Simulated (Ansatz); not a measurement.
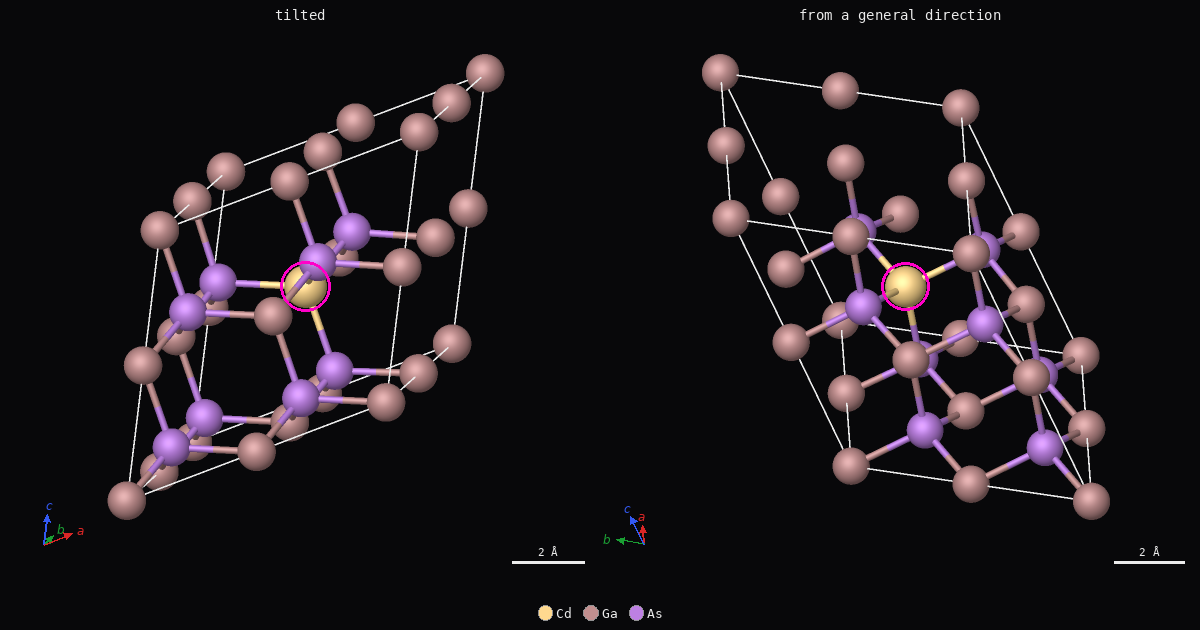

A ball-and-stick rendering, viewed slightly off an axis and from a general direction. One supercell is framed, with atoms on its boundary repeated. The host is GaAs, in a cell of 16 sites, and the cell is neutral. A ring marks the defect's site.

### Spot the defect.

Cadmium on a gallium site (a substitutional impurity). It is bonded to four As in a tetrahedral arrangement at about 2.5 Å.

The atoms were relaxed in the host's cell with DFT LDA, scalar-relativistic, plane waves, PAW in Ansatz 0.2.0.
